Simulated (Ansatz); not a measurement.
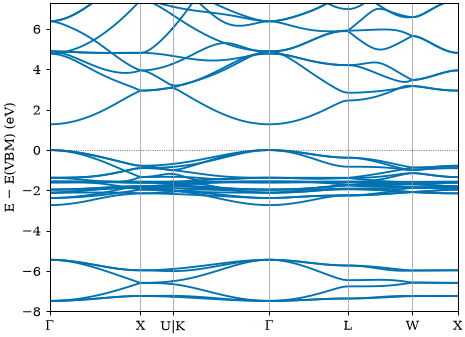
Figure. Band structure from r²SCAN (plane waves, PAW; program Ansatz)

Task: Read off the gap and where the band edges lie.

Result: About 1.3 eV (1.28 eV by a search for the band edges); maximum at Γ, minimum at Γ.

Task: Which of these materials gives this?
A. C, Fd-3m (C on 32e)
B. Cu2O, Fd-3m (O on 8b, Cu on 16d)
C. CuI, zinc blende
D. Na2Te, anti-fluorite

Result: B, Cu2O, Fd-3m (O on 8b, Cu on 16d)

The start of the workflow was typed in or built on a structure type; neither database checked (COD, Materials Project) lists it. It is not the phase usual at ambient conditions (space group No. 224). The cell was relaxed with r²SCAN under the symmetry of its start; its stability against distortions is not shown here. The workflow began spin-polarised and lost its moments. No Hubbard U is applied.

Potentials: the later of the program's two PAW sets.
